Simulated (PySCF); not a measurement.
CH$_{3}$ClFSi: frequency calculation (part 2 of 3)

CH$_{3}$ClFSi, multiplicity 2, SMILES C[Si](F)Cl; HF/SBKJC, UHF, dispersion D3(0), core potentials sbkjc (PySCF 2.14.0). The geometry was optimised with HF/SBKJC symmetrised.

Geometry of the input (Å):
```
C  -0.1601  2.0618  -0.1062
Si -0.2531  0.2897  0.5740
F  1.2619  -0.0194  1.2921
Cl -0.4105  -1.1225  -1.0907
H  -1.0657  2.3190  -0.6486
H  -0.0154  2.7637  0.7121
H  0.6932  2.1263  -0.7802
```

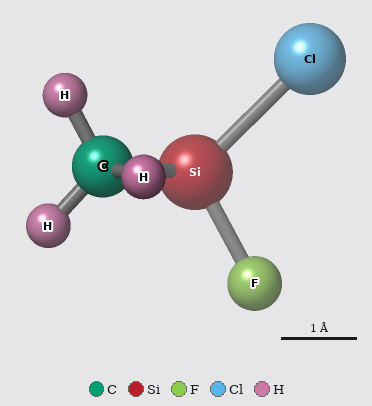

Fig. 1: The structure (ball-and-stick view, seen at a tilt).

Output, continued:
```
   5 H     -1.065700000000   2.319013000000  -0.648636000000 AA   -2.013881130949   4.382299449306  -1.225744394533 Bohr
   6 H     -0.015387000000   2.763714000000   0.712051000000 AA   -0.029077215879   5.222662546626   1.345581376723 Bohr
   7 H      0.693197000000   2.126295000000  -0.780159000000 AA    1.309952480370   4.018115210032  -1.474286843615 Bohr
New geometry
   1 C     -0.160094000000   2.061842000000  -0.106155000000 AA   -0.302533814186   3.896316692125  -0.200603876753 Bohr
   2 Si    -0.253085000000   0.289705000000   0.573955000000 AA   -0.478261336236   0.547463106917   1.084617757825 Bohr
   3 F      1.261925291772  -0.019449000000   1.292096000000 AA    2.384693191111  -0.036753283397   2.441707566646 Bohr
   4 Cl    -0.410478000000  -1.122540000000  -1.090745000000 AA   -0.775691000159  -2.121293163869  -2.061209321739 Bohr
   5 H     -1.065700000000   2.319013000000  -0.648636000000 AA   -2.013881130949   4.382299449306  -1.225744394533 Bohr
   6 H     -0.015387000000   2.763714000000   0.712051000000 AA   -0.029077215879   5.222662546626   1.345581376723 Bohr
   7 H      0.693197000000   2.126295000000  -0.780159000000 AA    1.309952480370   4.018115210032  -1.474286843615 Bohr
New geometry
   1 C     -0.160094000000   2.061842000000  -0.106155000000 AA   -0.302533814186   3.896316692125  -0.200603876753 Bohr
   2 Si    -0.253085000000   0.289705000000   0.573955000000 AA   -0.478261336236   0.547463106917   1.084617757825 Bohr
   3 F      1.261914708228  -0.019449000000   1.292096000000 AA    2.384673191111  -0.036753283397   2.441707566646 Bohr
   4 Cl    -0.410478000000  -1.122540000000  -1.090745000000 AA   -0.775691000159  -2.121293163869  -2.061209321739 Bohr
   5 H     -1.065700000000   2.319013000000  -0.648636000000 AA   -2.013881130949   4.382299449306  -1.225744394533 Bohr
   6 H     -0.015387000000   2.763714000000   0.712051000000 AA   -0.029077215879   5.222662546626   1.345581376723 Bohr
   7 H      0.693197000000   2.126295000000  -0.780159000000 AA    1.309952480370   4.018115210032  -1.474286843615 Bohr
New geometry
   1 C     -0.160094000000   2.061842000000  -0.106155000000 AA   -0.302533814186   3.896316692125  -0.200603876753 Bohr
   2 Si    -0.253085000000   0.289705000000   0.573955000000 AA   -0.478261336236   0.547463106917   1.084617757825 Bohr
   3 F      1.261920000000  -0.019443708228   1.292096000000 AA    2.384683191111  -0.036743283397   2.441707566646 Bohr
   4 Cl    -0.410478000000  -1.122540000000  -1.090745000000 AA   -0.775691000159  -2.121293163869  -2.061209321739 Bohr
   5 H     -1.065700000000   2.319013000000  -0.648636000000 AA   -2.013881130949   4.382299449306  -1.225744394533 Bohr
   6 H     -0.015387000000   2.763714000000   0.712051000000 AA   -0.029077215879   5.222662546626   1.345581376723 Bohr
   7 H      0.693197000000   2.126295000000  -0.780159000000 AA    1.309952480370   4.018115210032  -1.474286843615 Bohr
New geometry
   1 C     -0.160094000000   2.061842000000  -0.106155000000 AA   -0.302533814186   3.896316692125  -0.200603876753 Bohr
   2 Si    -0.253085000000   0.289705000000   0.573955000000 AA   -0.478261336236   0.547463106917   1.084617757825 Bohr
   3 F      1.261920000000  -0.019454291772   1.292096000000 AA    2.384683191111  -0.036763283397   2.441707566646 Bohr
   4 Cl    -0.410478000000  -1.122540000000  -1.090745000000 AA   -0.775691000159  -2.121293163869  -2.061209321739 Bohr
   5 H     -1.065700000000   2.319013000000  -0.648636000000 AA   -2.013881130949   4.382299449306  -1.225744394533 Bohr
   6 H     -0.015387000000   2.763714000000   0.712051000000 AA   -0.029077215879   5.222662546626   1.345581376723 Bohr
   7 H      0.693197000000   2.126295000000  -0.780159000000 AA    1.309952480370   4.018115210032  -1.474286843615 Bohr
New geometry
   1 C     -0.160094000000   2.061842000000  -0.106155000000 AA   -0.302533814186   3.896316692125  -0.200603876753 Bohr
   2 Si    -0.253085000000   0.289705000000   0.573955000000 AA   -0.478261336236   0.547463106917   1.084617757825 Bohr
   3 F      1.261920000000  -0.019449000000   1.292101291772 AA    2.384683191111  -0.036753283397   2.441717566646 Bohr
   4 Cl    -0.410478000000  -1.122540000000  -1.090745000000 AA   -0.775691000159  -2.121293163869  -2.061209321739 Bohr
   5 H     -1.065700000000   2.319013000000  -0.648636000000 AA   -2.013881130949   4.382299449306  -1.225744394533 Bohr
   6 H     -0.015387000000   2.763714000000   0.712051000000 AA   -0.029077215879   5.222662546626   1.345581376723 Bohr
   7 H      0.693197000000   2.126295000000  -0.780159000000 AA    1.309952480370   4.018115210032  -1.474286843615 Bohr
New geometry
   1 C     -0.160094000000   2.061842000000  -0.106155000000 AA   -0.302533814186   3.896316692125  -0.200603876753 Bohr
   2 Si    -0.253085000000   0.289705000000   0.573955000000 AA   -0.478261336236   0.547463106917   1.084617757825 Bohr
   3 F      1.261920000000  -0.019449000000   1.292090708228 AA    2.384683191111  -0.036753283397   2.441697566646 Bohr
   4 Cl    -0.410478000000  -1.122540000000  -1.090745000000 AA   -0.775691000159  -2.121293163869  -2.061209321739 Bohr
   5 H     -1.065700000000   2.319013000000  -0.648636000000 AA   -2.013881130949   4.382299449306  -1.225744394533 Bohr
   6 H     -0.015387000000   2.763714000000   0.712051000000 AA   -0.029077215879   5.222662546626   1.345581376723 Bohr
   7 H      0.693197000000   2.126295000000  -0.780159000000 AA    1.309952480370   4.018115210032  -1.474286843615 Bohr
New geometry
   1 C     -0.160094000000   2.061842000000  -0.106155000000 AA   -0.302533814186   3.896316692125  -0.200603876753 Bohr
   2 Si    -0.253085000000   0.289705000000   0.573955000000 AA   -0.478261336236   0.547463106917   1.084617757825 Bohr
   3 F      1.261920000000  -0.019449000000   1.292096000000 AA    2.384683191111  -0.036753283397   2.441707566646 Bohr
   4 Cl    -0.410472708228  -1.122540000000  -1.090745000000 AA   -0.775681000159  -2.121293163869  -2.061209321739 Bohr
   5 H     -1.065700000000   2.319013000000  -0.648636000000 AA   -2.013881130949   4.382299449306  -1.225744394533 Bohr
   6 H     -0.015387000000   2.763714000000   0.712051000000 AA   -0.029077215879   5.222662546626   1.345581376723 Bohr
   7 H      0.693197000000   2.126295000000  -0.780159000000 AA    1.309952480370   4.018115210032  -1.474286843615 Bohr
New geometry
   1 C     -0.160094000000   2.061842000000  -0.106155000000 AA   -0.302533814186   3.896316692125  -0.200603876753 Bohr
   2 Si    -0.253085000000   0.289705000000   0.573955000000 AA   -0.478261336236   0.547463106917   1.084617757825 Bohr
   3 F      1.261920000000  -0.019449000000   1.292096000000 AA    2.384683191111  -0.036753283397   2.441707566646 Bohr
   4 Cl    -0.410483291772  -1.122540000000  -1.090745000000 AA   -0.775701000159  -2.121293163869  -2.061209321739 Bohr
   5 H     -1.065700000000   2.319013000000  -0.648636000000 AA   -2.013881130949   4.382299449306  -1.225744394533 Bohr
   6 H     -0.015387000000   2.763714000000   0.712051000000 AA   -0.029077215879   5.222662546626   1.345581376723 Bohr
   7 H      0.693197000000   2.126295000000  -0.780159000000 AA    1.309952480370   4.018115210032  -1.474286843615 Bohr
New geometry
   1 C     -0.160094000000   2.061842000000  -0.106155000000 AA   -0.302533814186   3.896316692125  -0.200603876753 Bohr
   2 Si    -0.253085000000   0.289705000000   0.573955000000 AA   -0.478261336236   0.547463106917   1.084617757825 Bohr
   3 F      1.261920000000  -0.019449000000   1.292096000000 AA    2.384683191111  -0.036753283397   2.441707566646 Bohr
   4 Cl    -0.410478000000  -1.122534708228  -1.090745000000 AA   -0.775691000159  -2.121283163869  -2.061209321739 Bohr
   5 H     -1.065700000000   2.319013000000  -0.648636000000 AA   -2.013881130949   4.382299449306  -1.225744394533 Bohr
   6 H     -0.015387000000   2.763714000000   0.712051000000 AA   -0.029077215879   5.222662546626   1.345581376723 Bohr
   7 H      0.693197000000   2.126295000000  -0.780159000000 AA    1.309952480370   4.018115210032  -1.474286843615 Bohr
New geometry
   1 C     -0.160094000000   2.061842000000  -0.106155000000 AA   -0.302533814186   3.896316692125  -0.200603876753 Bohr
   2 Si    -0.253085000000   0.289705000000   0.573955000000 AA   -0.478261336236   0.547463106917   1.084617757825 Bohr
   3 F      1.261920000000  -0.019449000000   1.292096000000 AA    2.384683191111  -0.036753283397   2.441707566646 Bohr
   4 Cl    -0.410478000000  -1.122545291772  -1.090745000000 AA   -0.775691000159  -2.121303163869  -2.061209321739 Bohr
   5 H     -1.065700000000   2.319013000000  -0.648636000000 AA   -2.013881130949   4.382299449306  -1.225744394533 Bohr
   6 H     -0.015387000000   2.763714000000   0.712051000000 AA   -0.029077215879   5.222662546626   1.345581376723 Bohr
   7 H      0.693197000000   2.126295000000  -0.780159000000 AA    1.309952480370   4.018115210032  -1.474286843615 Bohr
New geometry
   1 C     -0.160094000000   2.061842000000  -0.106155000000 AA   -0.302533814186   3.896316692125  -0.200603876753 Bohr
   2 Si    -0.253085000000   0.289705000000   0.573955000000 AA   -0.478261336236   0.547463106917   1.084617757825 Bohr
   3 F      1.261920000000  -0.019449000000   1.292096000000 AA    2.384683191111  -0.036753283397   2.441707566646 Bohr
   4 Cl    -0.410478000000  -1.122540000000  -1.090739708228 AA   -0.775691000159  -2.121293163869  -2.061199321739 Bohr
   5 H     -1.065700000000   2.319013000000  -0.648636000000 AA   -2.013881130949   4.382299449306  -1.225744394533 Bohr
   6 H     -0.015387000000   2.763714000000   0.712051000000 AA   -0.029077215879   5.222662546626   1.345581376723 Bohr
   7 H      0.693197000000   2.126295000000  -0.780159000000 AA    1.309952480370   4.018115210032  -1.474286843615 Bohr
New geometry
   1 C     -0.160094000000   2.061842000000  -0.106155000000 AA   -0.302533814186   3.896316692125  -0.200603876753 Bohr
   2 Si    -0.253085000000   0.289705000000   0.573955000000 AA   -0.478261336236   0.547463106917   1.084617757825 Bohr
   3 F      1.261920000000  -0.019449000000   1.292096000000 AA    2.384683191111  -0.036753283397   2.441707566646 Bohr
   4 Cl    -0.410478000000  -1.122540000000  -1.090750291772 AA   -0.775691000159  -2.121293163869  -2.061219321739 Bohr
   5 H     -1.065700000000   2.319013000000  -0.648636000000 AA   -2.013881130949   4.382299449306  -1.225744394533 Bohr
   6 H     -0.015387000000   2.763714000000   0.712051000000 AA   -0.029077215879   5.222662546626   1.345581376723 Bohr
   7 H      0.693197000000   2.126295000000  -0.780159000000 AA    1.309952480370   4.018115210032  -1.474286843615 Bohr
New geometry
   1 C     -0.160094000000   2.061842000000  -0.106155000000 AA   -0.302533814186   3.896316692125  -0.200603876753 Bohr
   2 Si    -0.253085000000   0.289705000000   0.573955000000 AA   -0.478261336236   0.547463106917   1.084617757825 Bohr
   3 F      1.261920000000  -0.019449000000   1.292096000000 AA    2.384683191111  -0.036753283397   2.441707566646 Bohr
   4 Cl    -0.410478000000  -1.122540000000  -1.090745000000 AA   -0.775691000159  -2.121293163869  -2.061209321739 Bohr
   5 H     -1.065694708228   2.319013000000  -0.648636000000 AA   -2.013871130949   4.382299449306  -1.225744394533 Bohr
   6 H     -0.015387000000   2.763714000000   0.712051000000 AA   -0.029077215879   5.222662546626   1.345581376723 Bohr
   7 H      0.693197000000   2.126295000000  -0.780159000000 AA    1.309952480370   4.018115210032  -1.474286843615 Bohr
New geometry
   1 C     -0.160094000000   2.061842000000  -0.106155000000 AA   -0.302533814186   3.896316692125  -0.200603876753 Bohr
   2 Si    -0.253085000000   0.289705000000   0.573955000000 AA   -0.478261336236   0.547463106917   1.084617757825 Bohr
   3 F      1.261920000000  -0.019449000000   1.292096000000 AA    2.384683191111  -0.036753283397   2.441707566646 Bohr
   4 Cl    -0.410478000000  -1.122540000000  -1.090745000000 AA   -0.775691000159  -2.121293163869  -2.061209321739 Bohr
   5 H     -1.065705291772   2.319013000000  -0.648636000000 AA   -2.013891130949   4.382299449306  -1.225744394533 Bohr
   6 H     -0.015387000000   2.763714000000   0.712051000000 AA   -0.029077215879   5.222662546626   1.345581376723 Bohr
   7 H      0.693197000000   2.126295000000  -0.780159000000 AA    1.309952480370   4.018115210032  -1.474286843615 Bohr
New geometry
   1 C     -0.160094000000   2.061842000000  -0.106155000000 AA   -0.302533814186   3.896316692125  -0.200603876753 Bohr
   2 Si    -0.253085000000   0.289705000000   0.573955000000 AA   -0.478261336236   0.547463106917   1.084617757825 Bohr
   3 F      1.261920000000  -0.019449000000   1.292096000000 AA    2.384683191111  -0.036753283397   2.441707566646 Bohr
   4 Cl    -0.410478000000  -1.122540000000  -1.090745000000 AA   -0.775691000159  -2.121293163869  -2.061209321739 Bohr
   5 H     -1.065700000000   2.319018291772  -0.648636000000 AA   -2.013881130949   4.382309449306  -1.225744394533 Bohr
   6 H     -0.015387000000   2.763714000000   0.712051000000 AA   -0.029077215879   5.222662546626   1.345581376723 Bohr
   7 H      0.693197000000   2.126295000000  -0.780159000000 AA    1.309952480370   4.018115210032  -1.474286843615 Bohr
New geometry
   1 C     -0.160094000000   2.061842000000  -0.106155000000 AA   -0.302533814186   3.896316692125  -0.200603876753 Bohr
   2 Si    -0.253085000000   0.289705000000   0.573955000000 AA   -0.478261336236   0.547463106917   1.084617757825 Bohr
   3 F      1.261920000000  -0.019449000000   1.292096000000 AA    2.384683191111  -0.036753283397   2.441707566646 Bohr
   4 Cl    -0.410478000000  -1.122540000000  -1.090745000000 AA   -0.775691000159  -2.121293163869  -2.061209321739 Bohr
   5 H     -1.065700000000   2.319007708228  -0.648636000000 AA   -2.013881130949   4.382289449306  -1.225744394533 Bohr
   6 H     -0.015387000000   2.763714000000   0.712051000000 AA   -0.029077215879   5.222662546626   1.345581376723 Bohr
   7 H      0.693197000000   2.126295000000  -0.780159000000 AA    1.309952480370   4.018115210032  -1.474286843615 Bohr
New geometry
   1 C     -0.160094000000   2.061842000000  -0.106155000000 AA   -0.302533814186   3.896316692125  -0.200603876753 Bohr
   2 Si    -0.253085000000   0.289705000000   0.573955000000 AA   -0.478261336236   0.547463106917   1.084617757825 Bohr
   3 F      1.261920000000  -0.019449000000   1.292096000000 AA    2.384683191111  -0.036753283397   2.441707566646 Bohr
   4 Cl    -0.410478000000  -1.122540000000  -1.090745000000 AA   -0.775691000159  -2.121293163869  -2.061209321739 Bohr
   5 H     -1.065700000000   2.319013000000  -0.648630708228 AA   -2.013881130949   4.382299449306  -1.225734394533 Bohr
   6 H     -0.015387000000   2.763714000000   0.712051000000 AA   -0.029077215879   5.222662546626   1.345581376723 Bohr
   7 H      0.693197000000   2.126295000000  -0.780159000000 AA    1.309952480370   4.018115210032  -1.474286843615 Bohr
New geometry
   1 C     -0.160094000000   2.061842000000  -0.106155000000 AA   -0.302533814186   3.896316692125  -0.200603876753 Bohr
   2 Si    -0.253085000000   0.289705000000   0.573955000000 AA   -0.478261336236   0.547463106917   1.084617757825 Bohr
   3 F      1.261920000000  -0.019449000000   1.292096000000 AA    2.384683191111  -0.036753283397   2.441707566646 Bohr
   4 Cl    -0.410478000000  -1.122540000000  -1.090745000000 AA   -0.775691000159  -2.121293163869  -2.061209321739 Bohr
   5 H     -1.065700000000   2.319013000000  -0.648641291772 AA   -2.013881130949   4.382299449306  -1.225754394533 Bohr
   6 H     -0.015387000000   2.763714000000   0.712051000000 AA   -0.029077215879   5.222662546626   1.345581376723 Bohr
   7 H      0.693197000000   2.126295000000  -0.780159000000 AA    1.309952480370   4.018115210032  -1.474286843615 Bohr
New geometry
   1 C     -0.160094000000   2.061842000000  -0.106155000000 AA   -0.302533814186   3.896316692125  -0.200603876753 Bohr
   2 Si    -0.253085000000   0.289705000000   0.573955000000 AA   -0.478261336236   0.547463106917   1.084617757825 Bohr
   3 F      1.261920000000  -0.019449000000   1.292096000000 AA    2.384683191111  -0.036753283397   2.441707566646 Bohr
   4 Cl    -0.410478000000  -1.122540000000  -1.090745000000 AA   -0.775691000159  -2.121293163869  -2.061209321739 Bohr
   5 H     -1.065700000000   2.319013000000  -0.648636000000 AA   -2.013881130949   4.382299449306  -1.225744394533 Bohr
   6 H     -0.015381708228   2.763714000000   0.712051000000 AA   -0.029067215879   5.222662546626   1.345581376723 Bohr
   7 H      0.693197000000   2.126295000000  -0.780159000000 AA    1.309952480370   4.018115210032  -1.474286843615 Bohr
New geometry
   1 C     -0.160094000000   2.061842000000  -0.106155000000 AA   -0.302533814186   3.896316692125  -0.200603876753 Bohr
   2 Si    -0.253085000000   0.289705000000   0.573955000000 AA   -0.478261336236   0.547463106917   1.084617757825 Bohr
   3 F      1.261920000000  -0.019449000000   1.292096000000 AA    2.384683191111  -0.036753283397   2.441707566646 Bohr
   4 Cl    -0.410478000000  -1.122540000000  -1.090745000000 AA   -0.775691000159  -2.121293163869  -2.061209321739 Bohr
   5 H     -1.065700000000   2.319013000000  -0.648636000000 AA   -2.013881130949   4.382299449306  -1.225744394533 Bohr
   6 H     -0.015392291772   2.763714000000   0.712051000000 AA   -0.029087215879   5.222662546626   1.345581376723 Bohr
   7 H      0.693197000000   2.126295000000  -0.780159000000 AA    1.309952480370   4.018115210032  -1.474286843615 Bohr
New geometry
   1 C     -0.160094000000   2.061842000000  -0.106155000000 AA   -0.302533814186   3.896316692125  -0.200603876753 Bohr
   2 Si    -0.253085000000   0.289705000000   0.573955000000 AA   -0.478261336236   0.547463106917   1.084617757825 Bohr
   3 F      1.261920000000  -0.019449000000   1.292096000000 AA    2.384683191111  -0.036753283397   2.441707566646 Bohr
   4 Cl    -0.410478000000  -1.122540000000  -1.090745000000 AA   -0.775691000159  -2.121293163869  -2.061209321739 Bohr
   5 H     -1.065700000000   2.319013000000  -0.648636000000 AA   -2.013881130949   4.382299449306  -1.225744394533 Bohr
   6 H     -0.015387000000   2.763719291772   0.712051000000 AA   -0.029077215879   5.222672546626   1.345581376723 Bohr
   7 H      0.693197000000   2.126295000000  -0.780159000000 AA    1.309952480370   4.018115210032  -1.474286843615 Bohr
New geometry
   1 C     -0.160094000000   2.061842000000  -0.106155000000 AA   -0.302533814186   3.896316692125  -0.200603876753 Bohr
   2 Si    -0.253085000000   0.289705000000   0.573955000000 AA   -0.478261336236   0.547463106917   1.084617757825 Bohr
   3 F      1.261920000000  -0.019449000000   1.292096000000 AA    2.384683191111  -0.036753283397   2.441707566646 Bohr
   4 Cl    -0.410478000000  -1.122540000000  -1.090745000000 AA   -0.775691000159  -2.121293163869  -2.061209321739 Bohr
   5 H     -1.065700000000   2.319013000000  -0.648636000000 AA   -2.013881130949   4.382299449306  -1.225744394533 Bohr
   6 H     -0.015387000000   2.763708708228   0.712051000000 AA   -0.029077215879   5.222652546626   1.345581376723 Bohr
   7 H      0.693197000000   2.126295000000  -0.780159000000 AA    1.309952480370   4.018115210032  -1.474286843615 Bohr
New geometry
   1 C     -0.160094000000   2.061842000000  -0.106155000000 AA   -0.302533814186   3.896316692125  -0.200603876753 Bohr
```
